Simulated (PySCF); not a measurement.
# CH5AlOS: geometry relaxation (part 2 of 2)

Continued. System: CH5AlOS, SMILES [CH3][Al]([OH])[SH]. Method: MP2/STO-3G, RHF (PySCF 2.14.0). The geometry comes from this level: PBE0-D4/def2-TZVP.

Geometry of the input (Å):
```
C  -0.0681  0.8204  -1.1178
Al 0.2331  -0.4078  0.3496
O  1.6081  -1.3965  0.3464
S  -1.1375  -0.5934  2.0503
H  -1.0092  0.6018  -1.6305
H  -0.1284  1.8538  -0.7644
H  0.7394  0.7590  -1.8507
H  1.8241  -2.0255  1.0321
H  -1.9732  0.3420  1.5678
```

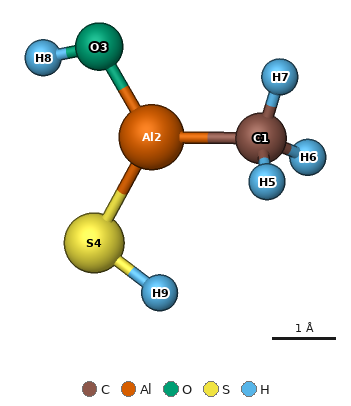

The geometry at step 5 of the log (ball-and-stick view, seen at a tilt; atoms are numbered from 1 in the order of the input).

The program's output, continued:
```
--------------- RMP2_Scanner gradients ---------------
         x                y                z
0 C     0.0000038213    -0.0000006232    -0.0000026179
1 Al     0.0000036620    -0.0000049146     0.0000034182
2 O    -0.0000005887     0.0000010361    -0.0000024925
3 S    -0.0000032498     0.0000038375    -0.0000009816
4 H    -0.0000007296    -0.0000014488     0.0000012887
5 H    -0.0000016245    -0.0000005557     0.0000022124
6 H    -0.0000010832     0.0000022518    -0.0000005878
7 H    -0.0000003596     0.0000005568    -0.0000004806
8 H     0.0000001523    -0.0000001399     0.0000002411
----------------------------------------------
cycle 8: E = -746.584700647  dE = -1.20933e-08  norm(grad) = 1.11566e-05
Step    7 : Displace = 1.181e-04/1.762e-04 (rms/max) Trust = 1.121e-04 (-) Grad = 3.719e-06/7.018e-06 (rms/max) E (change) = -746.5847006472 (-1.209e-08) Quality = 2.516
Hessian Eigenvalues: 2.23325e-02 2.29999e-02 2.30000e-02 ... 3.58328e-01 3.94300e-01 5.75355e-01

Geometry optimization cycle 9
Cartesian coordinates (Angstrom)
 Atom        New coordinates             dX        dY        dZ
   C  -0.065853   0.799418  -1.089825    0.000006  0.000021 -0.000034
  Al   0.248542  -0.417177   0.346684   -0.000032  0.000036 -0.000017
   O   1.640129  -1.370992   0.275919   -0.000032  0.000026  0.000022
   S  -1.050026  -0.618089   1.994873    0.000047 -0.000070  0.000032
   H  -1.011396   0.589811  -1.614617    0.000005  0.000060 -0.000048
   H  -0.127930   1.844162  -0.746300    0.000067  0.000039 -0.000077
   H   0.733105   0.759792  -1.845761    0.000017 -0.000054 -0.000019
   H   1.638709  -1.945047   1.109743   -0.000056  0.000038  0.000031
   H  -1.916981   0.311921   1.552086   -0.000022 -0.000096  0.000108
converged SCF energy = -746.444684196642
E(RMP2_Scanner) = -746.584700673418  E_corr = -0.14001647677608
E(SCS-RMP2_Scanner) = -746.597425189644  E_corr = -0.152740993002083
--------------- RMP2_Scanner gradients ---------------
         x                y                z
0 C     0.0000035767    -0.0000020749    -0.0000002298
1 Al    -0.0000007803     0.0000013817    -0.0000011118
2 O    -0.0000001285    -0.0000009741    -0.0000000878
3 S     0.0000000728     0.0000002400     0.0000009277
4 H    -0.0000006283    -0.0000007968     0.0000000496
5 H    -0.0000014109     0.0000002580     0.0000010471
6 H    -0.0000006184     0.0000017334    -0.0000003425
7 H    -0.0000000548    -0.0000000441     0.0000001027
8 H    -0.0000000283     0.0000002767    -0.0000003551
----------------------------------------------
cycle 9: E = -746.584700673  dE = -2.62526e-08  norm(grad) = 5.54168e-06
Step    8 : Displace = 8.359e-05/1.471e-04 (rms/max) Trust = 1.585e-04 (+) Grad = 1.847e-06/4.141e-06 (rms/max) E (change) = -746.5847006734 (-2.625e-08) Quality = 22.448
Hessian Eigenvalues: 1.76859e-02 2.30000e-02 2.30070e-02 ... 3.58353e-01 4.01857e-01 5.75698e-01

Geometry optimization cycle 10
Cartesian coordinates (Angstrom)
 Atom        New coordinates             dX        dY        dZ
   C  -0.065853   0.799426  -1.089832   -0.000001  0.000008 -0.000007
  Al   0.248522  -0.417165   0.346687   -0.000020  0.000013  0.000004
   O   1.640119  -1.370965   0.275919   -0.000010  0.000027  0.000000
   S  -1.050024  -0.618120   1.994887    0.000002 -0.000031  0.000014
   H  -1.011403   0.589855  -1.614626   -0.000007  0.000043 -0.000009
   H  -0.127869   1.844183  -0.746339    0.000061  0.000021 -0.000039
   H   0.733108   0.759731  -1.845763    0.000003 -0.000061 -0.000001
   H   1.638707  -1.945024   1.109740   -0.000003  0.000024 -0.000002
   H  -1.917006   0.311877   1.552126   -0.000025 -0.000044  0.000040
converged SCF energy = -746.444684207147
E(RMP2_Scanner) = -746.584700663268  E_corr = -0.140016456121732
E(SCS-RMP2_Scanner) = -746.597425186291  E_corr = -0.152740979144428
--------------- RMP2_Scanner gradients ---------------
         x                y                z
0 C     0.0000010189    -0.0000006485     0.0000004697
1 Al    -0.0000007658     0.0000012869    -0.0000010419
2 O    -0.0000004205    -0.0000009555     0.0000001956
3 S     0.0000007472    -0.0000003489     0.0000010714
4 H     0.0000000204    -0.0000005116    -0.0000005946
5 H    -0.0000009924     0.0000002251     0.0000001593
6 H     0.0000003442     0.0000007966     0.0000000040
7 H     0.0000001099    -0.0000001015     0.0000000122
8 H    -0.0000000617     0.0000002574    -0.0000002758
----------------------------------------------
cycle 10: E = -746.584700663  dE = 1.01497e-08  norm(grad) = 3.24992e-06
Step    9 : Displace = 4.578e-05/7.424e-05 (rms/max) Trust = 2.242e-04 (+) Grad = 1.083e-06/1.824e-06 (rms/max) E (change) = -746.5847006633 (+1.015e-08) Quality = -36.632
Not rejecting step - energy change meets convergence criteria
Hessian Eigenvalues: 7.81029e-03 2.30000e-02 2.30026e-02 ... 3.56581e-01 3.96989e-01 5.75602e-01

Geometry optimization cycle 11
Cartesian coordinates (Angstrom)
 Atom        New coordinates             dX        dY        dZ
   C  -0.065854   0.799427  -1.089830   -0.000001  0.000001  0.000001
  Al   0.248516  -0.417163   0.346691   -0.000005  0.000002  0.000004
   O   1.640121  -1.370951   0.275918    0.000002  0.000014 -0.000001
   S  -1.050031  -0.618128   1.994887   -0.000007 -0.000008 -0.000000
   H  -1.011413   0.589878  -1.614615   -0.000010  0.000024  0.000011
   H  -0.127832   1.844190  -0.746350    0.000037  0.000007 -0.000011
   H   0.733100   0.759697  -1.845766   -0.000007 -0.000034 -0.000004
   H   1.638714  -1.945013   1.109737    0.000007  0.000011 -0.000003
   H  -1.917021   0.311862   1.552128   -0.000015 -0.000015  0.000002
converged SCF energy = -746.44468425172
E(RMP2_Scanner) = -746.584700663298  E_corr = -0.140016411578291
E(SCS-RMP2_Scanner) = -746.597425181008  E_corr = -0.152740929287593
--------------- RMP2_Scanner gradients ---------------
         x                y                z
0 C    -0.0000002922     0.0000003236     0.0000003059
1 Al    -0.0000003482     0.0000003961    -0.0000001915
2 O    -0.0000004131    -0.0000006277    -0.0000001684
3 S     0.0000007398     0.0000001633     0.0000004173
4 H     0.0000004923    -0.0000003301    -0.0000006043
5 H    -0.0000007086    -0.0000000815    -0.0000002035
6 H     0.0000005454     0.0000002440     0.0000004562
7 H     0.0000000404    -0.0000000252    -0.0000000220
8 H    -0.0000000557    -0.0000000624     0.0000000104
----------------------------------------------
cycle 11: E = -746.584700663  dE = -2.98996e-11  norm(grad) = 1.94455e-06
```

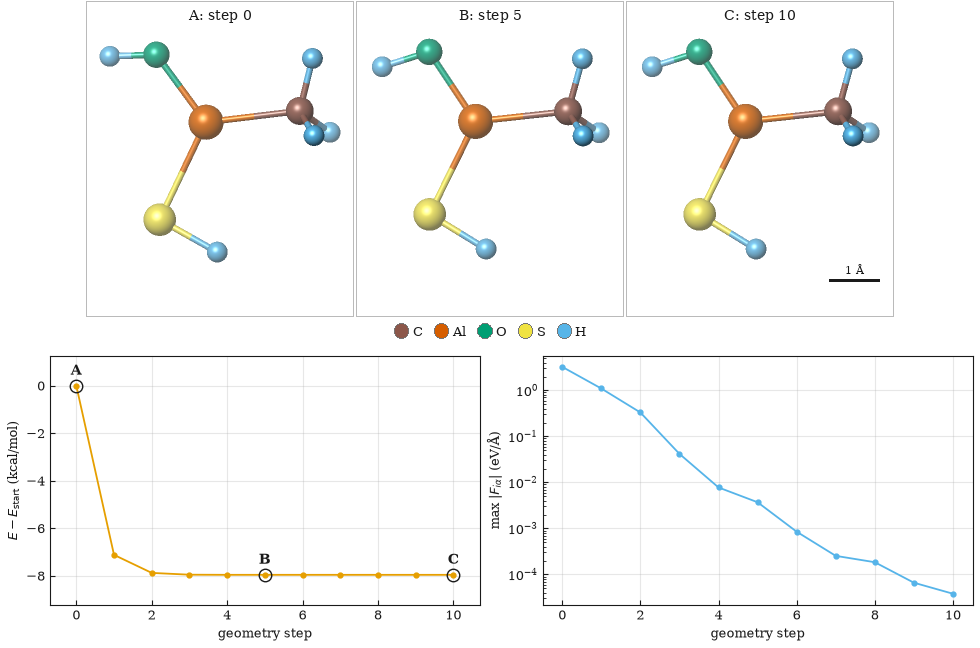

Frames of the relaxation (ball-and-stick view, seen at a tilt) above the curves, on which the letters mark them (steps are counted from 0).

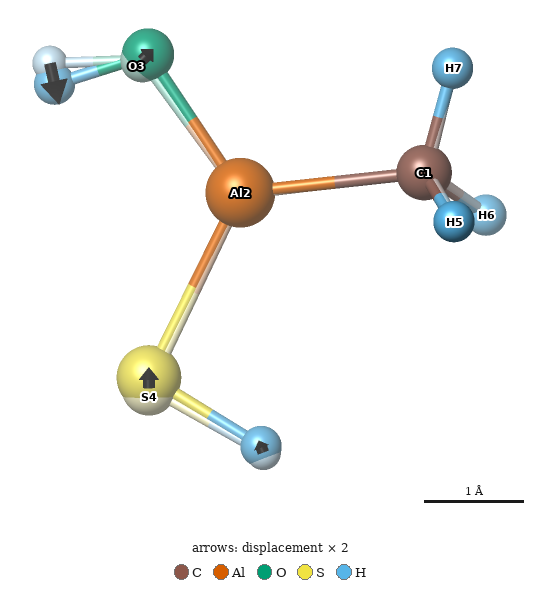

Start (faint) and end (solid) with the displacements as black arrows, magnified 2 times (ball-and-stick view, seen at a tilt). The two geometries are laid on each other by the best rigid fit. The energy falls by 7.96 kcal/mol in 10 geometry steps. Largest force component: 3.2 eV/Å at the start, under 0.0001 eV/Å at the end. The atom that moves furthest after the best rigid fit is H8 (0.22 Å). By element the largest moves are H 0.22 Å, S 0.11 Å, O 0.08 Å, C 0.04 Å, Al 0.02 Å. Among the contacts that change: Al2–S4 2.192 → 2.108 Å, O3–H8 0.955 → 1.012 Å, C1–Al2 1.937 → 1.909 Å, C1–H5 1.094 → 1.102 Å. Among the angles that change: Al2–O3–H8 124.5° → 106.5°, C1–Al2–O3 119.7° → 117.7°. (Atoms are counted from 1 in the order of the input.)

```
Step   10 : Displace = 2.254e-05/3.818e-05 (rms/max) Trust = 2.289e-05 (-) Grad = 6.482e-07/8.649e-07 (rms/max) E (change) = -746.5847006633 (-2.990e-11) Quality = 0.200
Hessian Eigenvalues: 7.81029e-03 2.30000e-02 2.30026e-02 ... 3.56581e-01 3.96989e-01 5.75602e-01
Converged! =D

converged: True
C          -0.06585417        0.79942680       -1.08983050
Al          0.24851633       -0.41716265        0.34669122
O           1.64012133       -1.37095112        0.27591834
S          -1.05003147       -0.61812799        1.99488704
H          -1.01141308        0.58987836       -1.61461511
H          -0.12783234        1.84419002       -0.74635043
H           0.73310046        0.75969700       -1.84576635
H           1.63871395       -1.94501287        1.10973740
H          -1.91702101        0.31186245        1.55212837
converged SCF energy = -746.444684251722
E(RMP2) = -746.584700670166  E_corr = -0.14001641844407
E(SCS-RMP2) = -746.597425187169  E_corr = -0.152740935446444
E(MP2) = -746.584700670
```

Trajectory as extended XYZ (Å, eV, eV/Å), 11 frames, from step=0 to step=10:
```
9
Properties=species:S:1:pos:R:3:forces:R:3 step=0 energy=-20315.25964
C    -0.0681    0.8204   -1.1178    0.2388  -0.8069   0.9241
Al    0.2331   -0.4078    0.3496   -0.1807  -0.9295   1.5346
O     1.6081   -1.3965    0.3464   -0.7969   2.8140  -3.2449
S    -1.1375   -0.5934    2.0503    1.0732   0.1264  -1.3038
H    -1.0092    0.6018   -1.6305   -0.2231  -0.0354  -0.2032
H    -0.1284    1.8538   -0.7644    0.0152   0.2983   0.0299
H     0.7394    0.7590   -1.8507    0.1850   0.0769  -0.2985
H     1.8241   -2.0255    1.0321   -0.1993  -1.6261   2.5644
H    -1.9732    0.3420    1.5678   -0.1121   0.0824  -0.0024
9
Properties=species:S:1:pos:R:3:forces:R:3 step=1 energy=-20315.56824
C    -0.0534    0.7869   -1.0848   -0.1256   0.1324  -0.0619
Al    0.2216   -0.4091    0.3632   -0.7199   0.3795   0.2015
O     1.5916   -1.3255    0.2607    1.0979  -0.6742  -0.1694
S    -1.0729   -0.6131    2.0114   -0.1008   0.0774  -0.0067
H    -0.9965    0.5732   -1.6143    0.0559   0.0946  -0.0336
H    -0.1097    1.8334   -0.7423   -0.0232  -0.0158  -0.1115
H     0.7586    0.7295   -1.8278   -0.0752   0.0163   0.0528
H     1.6877   -1.9411    1.0524   -0.1539   0.0522   0.0853
H    -1.9388    0.3196    1.5643    0.0448  -0.0624   0.0436
9
Properties=species:S:1:pos:R:3:forces:R:3 step=2 energy=-20315.60111
C    -0.0663    0.7985   -1.0880   -0.0129  -0.0006   0.0139
Al    0.2446   -0.4180    0.3520   -0.1746   0.1874  -0.0894
O     1.6283   -1.3644    0.2787    0.3309  -0.2182  -0.0292
S    -1.0518   -0.6162    1.9940   -0.0956  -0.0151   0.1219
H    -1.0104    0.5916   -1.6172    0.0109  -0.0181   0.0143
H    -0.1279    1.8452   -0.7495    0.0114  -0.0178   0.0150
H     0.7350    0.7554   -1.8410    0.0101  -0.0003  -0.0101
H     1.6554   -1.9521    1.1023   -0.0798   0.0820  -0.0354
H    -1.9185    0.3138    1.5513   -0.0003   0.0009  -0.0011
9
Properties=species:S:1:pos:R:3:forces:R:3 step=3 energy=-20315.60442
C    -0.0649    0.7978   -1.0885    0.0000   0.0289  -0.0417
Al    0.2473   -0.4172    0.3480    0.0005  -0.0125   0.0176
O     1.6411   -1.3687    0.2715   -0.0404   0.0242   0.0072
S    -1.0530   -0.6173    1.9969    0.0321  -0.0129  -0.0148
H    -1.0094    0.5888   -1.6155   -0.0027   0.0003   0.0042
H    -0.1262    1.8433   -0.7471   -0.0036  -0.0009   0.0033
H     0.7353    0.7568   -1.8435   -0.0072  -0.0029   0.0115
H     1.6389   -1.9421    1.1053    0.0195  -0.0304   0.0237
H    -1.9208    0.3124    1.5557    0.0018   0.0062  -0.0109
9
Properties=species:S:1:pos:R:3:forces:R:3 step=4 energy=-20315.60465
C    -0.0664    0.7994   -1.0892    0.0069   0.0003  -0.0078
Al    0.2488   -0.4175    0.3468   -0.0012  -0.0027   0.0051
O     1.6405   -1.3713    0.2758   -0.0015   0.0007   0.0006
S    -1.0504   -0.6177    1.9946    0.0003   0.0017  -0.0028
H    -1.0118    0.5897   -1.6143    0.0004  -0.0001   0.0022
H    -0.1284    1.8442   -0.7459   -0.0007  -0.0018   0.0010
H     0.7328    0.7597   -1.8450   -0.0027   0.0016   0.0004
H     1.6394   -1.9455    1.1096   -0.0013   0.0021  -0.0016
H    -1.9162    0.3127    1.5503   -0.0003  -0.0018   0.0029
9
Properties=species:S:1:pos:R:3:forces:R:3 step=5 energy=-20315.60465
C    -0.0660    0.7994   -1.0896    0.0023  -0.0022   0.0009
Al    0.2486   -0.4174    0.3469   -0.0021   0.0037  -0.0031
O     1.6402   -1.3710    0.2757    0.0007  -0.0011   0.0009
S    -1.0504   -0.6178    1.9949    0.0007  -0.0009   0.0006
H    -1.0114    0.5897   -1.6145   -0.0009  -0.0003   0.0002
H    -0.1281    1.8441   -0.7462   -0.0003   0.0005   0.0008
H     0.7331    0.7597   -1.8454    0.0001   0.0001  -0.0003
H     1.6392   -1.9452    1.1094   -0.0002   0.0002  -0.0001
H    -1.9169    0.3123    1.5516   -0.0003   0.0001   0.0002
9
Properties=species:S:1:pos:R:3:forces:R:3 step=6 energy=-20315.60465
C    -0.0659    0.7994   -1.0897    0.0000  -0.0001   0.0001
Al    0.2486   -0.4173    0.3468   -0.0005   0.0008  -0.0007
O     1.6402   -1.3710    0.2758    0.0001  -0.0003   0.0004
S    -1.0502   -0.6179    1.9948    0.0004  -0.0007   0.0006
H    -1.0114    0.5897   -1.6145    0.0000   0.0001  -0.0001
H    -0.1280    1.8441   -0.7462    0.0001   0.0001  -0.0001
H     0.7331    0.7598   -1.8457    0.0001   0.0000  -0.0001
H     1.6389   -1.9451    1.1096    0.0000   0.0000   0.0001
H    -1.9170    0.3121    1.5519    0.0000   0.0002  -0.0002
9
Properties=species:S:1:pos:R:3:forces:R:3 step=7 energy=-20315.60465
C    -0.0659    0.7994   -1.0898   -0.0002   0.0000   0.0001
Al    0.2486   -0.4172    0.3467   -0.0002   0.0003  -0.0002
O     1.6402   -1.3710    0.2759    0.0000  -0.0001   0.0001
S    -1.0501   -0.6180    1.9948    0.0002  -0.0002   0.0001
H    -1.0114    0.5898   -1.6146    0.0000   0.0001  -0.0001
H    -0.1280    1.8441   -0.7462    0.0001   0.0000  -0.0001
H     0.7331    0.7598   -1.8457    0.0001  -0.0001   0.0000
H     1.6388   -1.9451    1.1097    0.0000   0.0000   0.0000
H    -1.9170    0.3120    1.5520    0.0000   0.0000   0.0000
9
Properties=species:S:1:pos:R:3:forces:R:3 step=8 energy=-20315.60466
C    -0.0659    0.7994   -1.0898   -0.0002   0.0001   0.0000
Al    0.2485   -0.4172    0.3467    0.0000  -0.0001   0.0001
O     1.6401   -1.3710    0.2759    0.0000   0.0001   0.0000
S    -1.0500   -0.6181    1.9949    0.0000   0.0000   0.0000
H    -1.0114    0.5898   -1.6146    0.0000   0.0000   0.0000
H    -0.1279    1.8442   -0.7463    0.0001   0.0000  -0.0001
H     0.7331    0.7598   -1.8458    0.0000  -0.0001   0.0000
H     1.6387   -1.9450    1.1097    0.0000   0.0000   0.0000
H    -1.9170    0.3119    1.5521    0.0000   0.0000   0.0000
9
Properties=species:S:1:pos:R:3:forces:R:3 step=9 energy=-20315.60466
C    -0.0659    0.7994   -1.0898   -0.0001   0.0000   0.0000
Al    0.2485   -0.4172    0.3467    0.0000  -0.0001   0.0001
O     1.6401   -1.3710    0.2759    0.0000   0.0000   0.0000
S    -1.0500   -0.6181    1.9949    0.0000   0.0000  -0.0001
H    -1.0114    0.5899   -1.6146    0.0000   0.0000   0.0000
H    -0.1279    1.8442   -0.7463    0.0001   0.0000   0.0000
H     0.7331    0.7597   -1.8458    0.0000   0.0000   0.0000
H     1.6387   -1.9450    1.1097    0.0000   0.0000   0.0000
H    -1.9170    0.3119    1.5521    0.0000   0.0000   0.0000
9
Properties=species:S:1:pos:R:3:forces:R:3 step=10 energy=-20315.60466
C    -0.0659    0.7994   -1.0898    0.0000   0.0000   0.0000
Al    0.2485   -0.4172    0.3467    0.0000   0.0000   0.0000
O     1.6401   -1.3710    0.2759    0.0000   0.0000   0.0000
S    -1.0500   -0.6181    1.9949    0.0000   0.0000   0.0000
H    -1.0114    0.5899   -1.6146    0.0000   0.0000   0.0000
H    -0.1278    1.8442   -0.7463    0.0000   0.0000   0.0000
H     0.7331    0.7597   -1.8458    0.0000   0.0000   0.0000
H     1.6387   -1.9450    1.1097    0.0000   0.0000   0.0000
H    -1.9170    0.3119    1.5521    0.0000   0.0000   0.0000
```

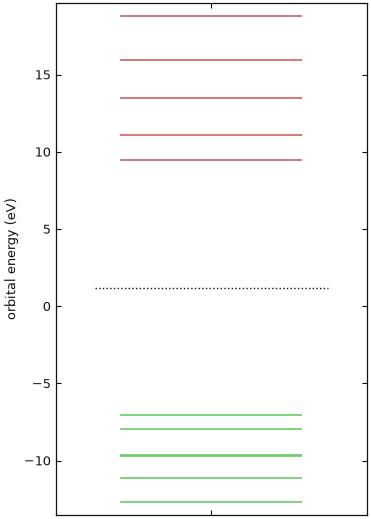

Orbital energies near the frontier (SCF reference); the dotted line parts filled from empty levels, and levels within 0.02 eV of each other stand side by side. Highest filled −7.06 eV, lowest empty 9.44 eV, 16.50 eV apart.

Summary:

```csv
quantity,value
outcome,converged
total energy,−746.584701 hartree
SCF energy,−746.444684 hartree
correlation energy,−0.140016 hartree
basis functions,33
HOMO of the SCF reference,−7.06 eV
LUMO of the SCF reference,9.44 eV
wall time,14 s
peak memory,0.15 GiB
```
